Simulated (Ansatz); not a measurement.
**H₂S (triplet): one geometry, many settings at distance H1–H2 along a hydrogen transfer = 0.745 Å**

What do other methods and options give for H₂S (triplet) at this geometry, and how long do they take?

The runs use Ansatz 0.2.0, Gaussian basis; the settings change from run to run.

14 further runs of the same task are left out: 1 for a mislabelled method, 1 that didn't finish, 12 set aside as unsound or not needed.

## 1. The system

The geometry derives from fragments relaxed apart (PBE0/def2-TZVP) and kept rigid, so it is no stationary point. A hydrogen atom is moved between rigid fragments.

3 atoms, charge 0, spin multiplicity 3.

Atoms are counted from 1 here; the program's logs count them from 0.

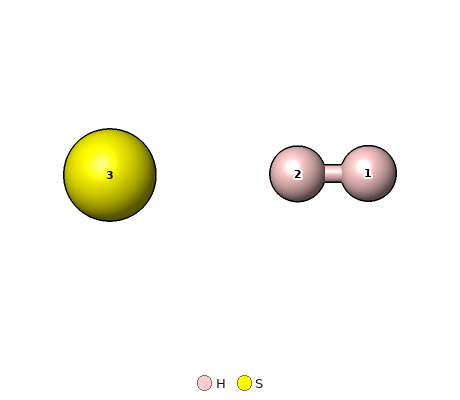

The structure; hydrogen pink, sulfur yellow; atoms are numbered from 1 in the order of the file.

## 2. NEVPT4(SD)(4,4)/def2-SVP

Input file in.yaml:

```yaml
crystal:
  periodic: [false, false, false]
  atoms:
    - {symbol: H, position_ang: [0.000000, 0.000000, -1.156000]}
    - {symbol: H, position_ang: [0.000000, 0.000000, -0.411000]}
    - {symbol: S, position_ang: [0.000000, 0.000000, 1.567000]}
basis:
  gaussian: {orbitals: def2-SVP}
magnetization: {spin_polarized: false, initial_magnetization: 2}
correlation: {method: fic_nevpt4_sd, electrons: outside_noble_gas, active_space: {window: {electrons: 4, orbitals: 4}, states: [{multiplicity: 3, weights: [1, 0.5, 0.5]}, {multiplicity: 5, weights: [1]}]}}
```

On the command line:

```sh
$ ansatz run in.yaml --threads 1 --pin off --events-out ev --progress --plain --max-ram 2393MiB
```

The log of the run:

```text
Functional definition: HF
  name "HF"
  cite "Fock, Z. Phys. 61, 126 (1930) doi:10.1007/BF01340294"
  parent pbe
  exchange = exact_x
  correlation = 0
402 factors; integrals over basis functions are off by at most 2.1e-7 eV
mean field evaluation 1: about -10842.5098 eV, gradient 6.7e0 eV
mean field evaluation 2: about -10842.5100 eV, gradient 6.7e0 eV
mean field evaluation 4: about -10843.0142 eV, gradient 4.1e-1 eV
mean field evaluation 8: about -10843.0157 eV, gradient 2.0e-4 eV
mean field evaluation 16: about -10843.0157 eV, gradient 9.4e-7 eV
mean field evaluation 32: about -10842.8848 eV, gradient 7.5e-1 eV
mean field -10843.01572114 eV, -398.4734780917 hartree, gradient 1.4e-6 eV, S^2 2.000000; 9 other end points of the search recorded, 0 dependent functions left out
reference -10843.01572114 eV, -398.4734780917 hartree; 10, 8 occupied and 18, 20 virtual orbitals, 402 factors
state -10842.87319265 eV, -398.4682402664 hartree
state -10842.85479257 eV, -398.4675640761 hartree
state -10842.71502766 eV, -398.4624278104 hartree
state -10842.87319265 eV, -398.4682402664 hartree; corrected -10846.93748009 eV, -398.6176000749 hartree
state -10842.85479257 eV, -398.4675640761 hartree; corrected -10846.93714753 eV, -398.6175878537 hartree
state -10842.71502766 eV, -398.4624278104 hartree; corrected -10846.67913117 eV, -398.6081059272 hartree
state -10833.05720923 eV, -398.1075095294 hartree
state -10833.05720923 eV, -398.1075095294 hartree; corrected -10837.51716149 eV, -398.2714097518 hartree
Total energy: -10843.75426031 eV, -398.5006189057 hartree
```

It took 0.66 s on 1 thread of Arm Neoverse V2, shared host.

From the report: 8 determinants; active occupations (of the averaged states) 1.33, 1.17, 1.17, 0.33.

## 3. BCCD on ROHF/6-31G

Input file in.yaml:

```yaml
crystal:
  periodic: [false, false, false]
  atoms:
    - {symbol: H, position_ang: [0.000000, 0.000000, -1.156000]}
    - {symbol: H, position_ang: [0.000000, 0.000000, -0.411000]}
    - {symbol: S, position_ang: [0.000000, 0.000000, 1.567000]}
basis:
  gaussian: {orbitals: 6-31G, fitting: {mean_field: def2-universal-jkfit}}
magnetization: {spin_polarized: false, initial_magnetization: 2}
correlation: {method: bccd, electrons: all}
output: {forces: true}
```

Launched as before.

The log of the run, shortened:

```text
Functional definition: HF
  name "HF"
  cite "Fock, Z. Phys. 61, 126 (1930) doi:10.1007/BF01340294"
  parent pbe
[...]
164 factors; integrals over basis functions are off by at most 4.6e-2 eV
[...]
mean field -10845.89115308 eV, -398.5791482667 hartree, gradient 1.9e-6 eV, S^2 2.000000; 9 other end points of the search recorded, 0 dependent functions left out
[...]
determinant -10845.89115308 eV, -398.5791482667 hartree, with singles and doubles -10847.35476566 eV, -398.6329350368 hartree
determinant -10845.57790792 eV, -398.5676367192 hartree, with singles and doubles -10846.97196776 eV, -398.6188674737 hartree
determinant -10845.89115308 eV, -398.5791482667 hartree, with singles and doubles -10847.35467830 eV, -398.6329318265 hartree
determinant -10845.57790792 eV, -398.5676367192 hartree, with singles and doubles -10846.97188485 eV, -398.6188644265 hartree
reference -10845.89115308 eV, -398.5791482667 hartree; 10, 8 occupied and 7, 9 virtual orbitals, 164 factors
second order -1.08713296 eV of doubles, -0.01571529 eV of singles
cycle   1  -1.46329475 eV  change    2.3e-4 eV  update   2.7e-3
[...]
cycle  10  -1.46200994 eV  change    2.6e-8 eV  update   9.4e-8
[...]
Total energy: -10847.35316302 eV, -398.6328761409 hartree
Atom 0 at     0.000000     0.000000    -1.156000 Å, force     0.000000    -0.000000    -0.453432 eV/Å
Atom 1 at     0.000000     0.000000    -0.411000 Å, force    -0.000000     0.000000    -0.774138 eV/Å
Atom 2 at     0.000000     0.000000     1.567000 Å, force     0.000000    -0.000000     1.227570 eV/Å
Dipole moment:    -0.000000    -0.000000    -0.069955 e Å
```

Wall time 0.57 s (1 thread of Arm Neoverse V2, shared host).

From the report: correlation -1.4620 eV; largest double amplitude 0.06.

## 4. NEVPT2(4,3)/def2-SVPD

Input file in.yaml:

```yaml
crystal:
  periodic: [false, false, false]
  atoms:
    - {symbol: H, position_ang: [0.000000, 0.000000, -1.156000]}
    - {symbol: H, position_ang: [0.000000, 0.000000, -0.411000]}
    - {symbol: S, position_ang: [0.000000, 0.000000, 1.567000]}
basis:
  gaussian: {orbitals: def2-SVPD}
magnetization: {spin_polarized: false, initial_magnetization: 2}
correlation: {method: sc_nevpt2, electrons: outside_noble_gas, active_space: {window: {electrons: 4, orbitals: 3}}}
scf: {lower_state_search: off}
```

Launched as before.

The log of the run, shortened:

```text
Functional definition: HF
  name "HF"
  cite "Fock, Z. Phys. 61, 126 (1930) doi:10.1007/BF01340294"
  parent pbe
[...]
403 factors; integrals over basis functions are off by at most 1.3e-3 eV
[...]
mean field -10843.15417524 eV, -398.4785661863 hartree, gradient 4.3e-6 eV, S^2 2.000000; 0 other end points of the search recorded, 0 dependent functions left out
reference -10843.15417524 eV, -398.4785661863 hartree; 10, 8 occupied and 33, 35 virtual orbitals, 403 factors
state -10843.15417524 eV, -398.4785661863 hartree
state -10843.15417524 eV, -398.4785661863 hartree; corrected -10846.59111903 eV, -398.6048715407 hartree
WARN: 1 active orbitals are nearly empty or full. The corrections depend on them more than the energy does, and are more stable in an active space without them
Total energy: -10846.59111903 eV, -398.6048715407 hartree
Checks for a lower state left out: stability, starts, cluster_reference, orbital_swaps, neighbouring_geometries, increment
```

Run time: 0.24 s. Hardware: 1 thread of Arm Neoverse V2, shared host.

From the report: 2 determinants; active occupations 2.00, 1.00, 1.00. The report marks this result as in doubt.

## 5. MP2 on ROHF/6-31G

Input file in.yaml:

```yaml
crystal:
  periodic: [false, false, false]
  atoms:
    - {symbol: H, position_ang: [0.000000, 0.000000, -1.156000]}
    - {symbol: H, position_ang: [0.000000, 0.000000, -0.411000]}
    - {symbol: S, position_ang: [0.000000, 0.000000, 1.567000]}
basis:
  gaussian: {orbitals: 6-31G}
magnetization: {spin_polarized: false, initial_magnetization: 2}
correlation: {method: mp2, electrons: outside_noble_gas}
```

The command is unchanged.

The log of the run, shortened:

```text
Functional definition: HF
  name "HF"
  cite "Fock, Z. Phys. 61, 126 (1930) doi:10.1007/BF01340294"
  parent pbe
[...]
204 factors; integrals over basis functions are off by at most 1.1e-3 eV
[...]
mean field -10845.89138709 eV, -398.5791568664 hartree, gradient 2.7e-6 eV, S^2 2.000000; 9 other end points of the search recorded, 0 dependent functions left out
[...]
5 core orbitals not correlated: weight in the atoms' cores, before any rotation towards them, 1.000 or more for the frozen orbitals, at most 0.000 for the correlated occupied ones
reference -10845.89138709 eV, -398.5791568664 hartree; 5, 3 occupied and 7, 9 virtual orbitals, 204 factors
second order -1.00999696 eV of doubles, -0.01546087 eV of singles
Total energy: -10846.91684492 eV, -398.6168417465 hartree
```

Wall time 0.15 s (1 thread of Arm Neoverse V2, shared host).

## 6. NEVPT2(4,6)/6-31G

in.yaml: that of step 5 with these lines changed.

```diff
@@ -9,2 +9,3 @@
 magnetization: {spin_polarized: false, initial_magnetization: 2}
-correlation: {method: mp2, electrons: outside_noble_gas}
+correlation: {method: sc_nevpt2, electrons: valence, active_space: {window: {electrons: 4, orbitals: 6}, states: [{multiplicity: 3, weights: [0.5, 1, 1, 1]}, {multiplicity: 5, weights: [1]}], root: 3}}
+output: {forces: true}
```

Same command.

The log of the run, shortened:

```text
Functional definition: HF
  name "HF"
  cite "Fock, Z. Phys. 61, 126 (1930) doi:10.1007/BF01340294"
  parent pbe
[...]
323 factors; integrals over basis functions are off by at most 5.7e-8 eV
[...]
mean field -10845.89142145 eV, -398.5791581290 hartree, gradient 2.7e-6 eV, S^2 2.000000; 9 other end points of the search recorded, 0 dependent functions left out
reference -10845.89142145 eV, -398.5791581290 hartree; 10, 8 occupied and 7, 9 virtual orbitals, 323 factors
state -10845.85748747 eV, -398.5779110784 hartree
state -10845.85748747 eV, -398.5779110784 hartree
state -10845.54701707 eV, -398.5665015015 hartree
state -10834.47269908 eV, -398.1595278218 hartree
state -10845.85748747 eV, -398.5779110784 hartree; corrected -10846.90002747 eV, -398.6162237166 hartree
state -10845.85748747 eV, -398.5779110784 hartree; corrected -10846.90002747 eV, -398.6162237166 hartree
state -10845.54701707 eV, -398.5665015015 hartree; corrected -10846.54674966 eV, -398.6032409967 hartree
state -10834.47269908 eV, -398.1595278218 hartree; corrected -10835.54690690 eV, -398.1990042310 hartree
state -10835.54264344 eV, -398.1988475518 hartree
state -10835.54264344 eV, -398.1988475518 hartree; corrected -10836.59168817 eV, -398.2373992347 hartree
an earlier search ended where averaged states of different weights were degenerate, so these states were given the mean of their weights and the orbitals were optimised with it
[...]
Total energy: -10835.54690690 eV, -398.1990042310 hartree
Atom 0 at     0.000000     0.000000    -1.156000 Å, force     0.000000    -0.000000    -8.180633 eV/Å
Atom 1 at     0.000000     0.000000    -0.411000 Å, force    -0.000000    -0.000000     7.085718 eV/Å
Atom 2 at     0.000000     0.000000     1.567000 Å, force     0.000000     0.000000     1.094916 eV/Å
Dipole moment:     0.000000    -0.000000     1.537375 e Å
```

It took 1.6 s on 1 thread of Arm Neoverse V2, shared host.

From the report: 56 determinants; active occupations (of the averaged states) 1.22, 1.16, 1.16, 0.45, 0.01, 0.01.

## 7. CCSDT(Q) on UHF/6-31G

Input file in.yaml:

```yaml
crystal:
  periodic: [false, false, false]
  atoms:
    - {symbol: H, position_ang: [0.000000, 0.000000, -1.156000]}
    - {symbol: H, position_ang: [0.000000, 0.000000, -0.411000]}
    - {symbol: S, position_ang: [0.000000, 0.000000, 1.567000]}
basis:
  gaussian: {orbitals: 6-31G}
magnetization: {spin_polarized: true, initial_magnetization: 2}
correlation: {method: ccsdt_q, electrons: outside_noble_gas, diis_vectors: 4}
output: {forces: true}
```

The command is unchanged.

The log of the run, shortened:

```text
Functional definition: HF
  name "HF"
  cite "Fock, Z. Phys. 61, 126 (1930) doi:10.1007/BF01340294"
  parent pbe
[...]
323 factors; integrals over basis functions are off by at most 5.7e-8 eV
[...]
mean field -10845.92597689 eV, -398.5804280181 hartree, gradient 2.0e-6 eV, S^2 2.005756; 8 other end points of the search recorded, 0 dependent functions left out
determinant -10845.92597689 eV, -398.5804280181 hartree, with singles and doubles -10847.28347373 eV, -398.6303151066 hartree
determinant -10845.60406353 eV, -398.5685979202 hartree, with singles and doubles -10846.90057555 eV, -398.6162438582 hartree
determinant -10845.92597689 eV, -398.5804280181 hartree, with singles and doubles -10847.28345906 eV, -398.6303145677 hartree
determinant -10845.60406353 eV, -398.5685979202 hartree, with singles and doubles -10846.90048685 eV, -398.6162405985 hartree
5 core orbitals not correlated: weight in the atoms' cores, before any rotation towards them, 1.000 or more for the frozen orbitals, at most 0.000 for the correlated occupied ones
reference -10845.92597689 eV, -398.5804280181 hartree; 5, 3 occupied and 7, 9 virtual orbitals, 323 factors
second order -1.00256339 eV of doubles, -0.00000000 eV of singles
cycle   1  -1.24472158 eV  change   -2.4e-1 eV  update   3.8e-2
[...]
cycle  14  -1.36772437 eV  change    7.3e-8 eV  update   1.1e-7
perturbative correction 0.00016333 eV, 0.0000060024 hartree
[...]
Total energy: -10847.29353793 eV, -398.6306849592 hartree
Atom 0 at     0.000000     0.000000    -1.156000 Å, force     0.000000    -0.000000    -0.458357 eV/Å
Atom 1 at     0.000000     0.000000    -0.411000 Å, force     0.000000    -0.000000    -0.757821 eV/Å
Atom 2 at     0.000000     0.000000     1.567000 Å, force    -0.000000    -0.000000     1.216178 eV/Å
Dipole moment:    -0.000000     0.000000    -0.069851 e Å
```

Wall time 4.2 s (1 thread of Arm Neoverse V2, shared host).

From the report: ⟨S²⟩ of the determinant 2.006 (pure triplet: 2.00); correlation -1.3676 eV; T1 0.007; largest double amplitude 0.06.

## 8. CCSDT(Q) on ROHF/6-31G

Input file in.yaml:

```yaml
crystal:
  periodic: [false, false, false]
  atoms:
    - {symbol: H, position_ang: [0.000000, 0.000000, -1.156000]}
    - {symbol: H, position_ang: [0.000000, 0.000000, -0.411000]}
    - {symbol: S, position_ang: [0.000000, 0.000000, 1.567000]}
basis:
  gaussian: {orbitals: 6-31G}
magnetization: {spin_polarized: false, initial_magnetization: 2}
correlation: {method: ccsdt_q, electrons: outside_noble_gas}
scf: {lower_state_search: light}
output: {forces: true}
```

The command is unchanged.

The log of the run, shortened:

```text
Functional definition: HF
  name "HF"
  cite "Fock, Z. Phys. 61, 126 (1930) doi:10.1007/BF01340294"
  parent pbe
[...]
323 factors; integrals over basis functions are off by at most 5.7e-8 eV
[...]
mean field -10845.89142145 eV, -398.5791581290 hartree, gradient 2.7e-6 eV, S^2 2.000000; 9 other end points of the search recorded, 0 dependent functions left out
[...]
determinant -10845.89142145 eV, -398.5791581290 hartree, with singles and doubles -10847.28297286 eV, -398.6302967002 hartree
determinant -10845.57823136 eV, -398.5676486057 hartree, with singles and doubles -10846.90045131 eV, -398.6162392923 hartree
determinant -10845.89142145 eV, -398.5791581290 hartree, with singles and doubles -10847.28297804 eV, -398.6302968905 hartree
determinant -10845.57823136 eV, -398.5676486057 hartree, with singles and doubles -10846.90037871 eV, -398.6162366246 hartree
5 core orbitals not correlated: weight in the atoms' cores, before any rotation towards them, 1.000 or more for the frozen orbitals, at most 0.000 for the correlated occupied ones
reference -10845.89142145 eV, -398.5791581290 hartree; 5, 3 occupied and 7, 9 virtual orbitals, 323 factors
second order -1.01002797 eV of doubles, -0.01546051 eV of singles
cycle   1  -1.27509578 eV  change   -2.5e-1 eV  update   3.9e-2
[...]
cycle  13  -1.40210595 eV  change    2.6e-7 eV  update   1.4e-7
perturbative correction 0.00017399 eV, 0.0000063941 hartree
[...]
Total energy: -10847.29335340 eV, -398.6306781781 hartree
Atom 0 at     0.000000     0.000000    -1.156000 Å, force     0.000000    -0.000000    -0.458390 eV/Å
Atom 1 at     0.000000     0.000000    -0.411000 Å, force     0.000000    -0.000000    -0.757755 eV/Å
Atom 2 at     0.000000     0.000000     1.567000 Å, force     0.000000    -0.000000     1.216145 eV/Å
Dipole moment:    -0.000000    -0.000000    -0.069860 e Å
```

Wall time 5 s (1 thread of Arm Neoverse V2, shared host).

From the report: correlation -1.4019 eV; T1 0.013; largest double amplitude 0.06.

## 9. All runs side by side

Where basis and cores are those of an earlier FCI/6-31G run (-10847.2934 eV), and the state is the same kind, the miss against it is given. † marks a result that the program doubts.

| level | correlated | functions | energy (eV) | from FCI (meV) | time |
| --- | --- | --- | --- | --- | --- |
| NEVPT4(SD)(4,4)/def2-SVP (mean of several states) | outside noble gas | 28 | -10843.7543 |  | 0.66 s |
| BCCD on ROHF/6-31G | all | 17 | -10847.3532 |  | 0.57 s |
| NEVPT2(4,3)/def2-SVPD † | outside noble gas | 43 | -10846.5911 |  | 0.24 s |
| MP2 on ROHF/6-31G | outside noble gas | 17 | -10846.9168 | 376.6 | 0.15 s |
| NEVPT2(4,6)/6-31G (excited root 3 of an average) | valence | 17 | -10835.5469 |  | 1.6 s |
| CCSDT(Q) on UHF/6-31G | outside noble gas | 17 | -10847.2935 | -0.1 | 4.2 s |
| CCSDT(Q) on ROHF/6-31G | outside noble gas | 17 | -10847.2934 | 0.1 | 5 s |

## 10. Summary of results

| quantity | value |
| --- | --- |
| runs | 7 |
| quickest | MP2 on ROHF/6-31G, 0.15 s |
| slowest | CCSDT(Q) on ROHF/6-31G, 5 s |

Total energies in different bases, with other cores or another treatment of relativity can't be set against each other. CCSDT(Q) on ROHF/6-31G took 33 times as long as MP2 on ROHF/6-31G; the jobs differ in more than the method. Among the correlated runs with a miss given, it spans -0 to +377 meV.
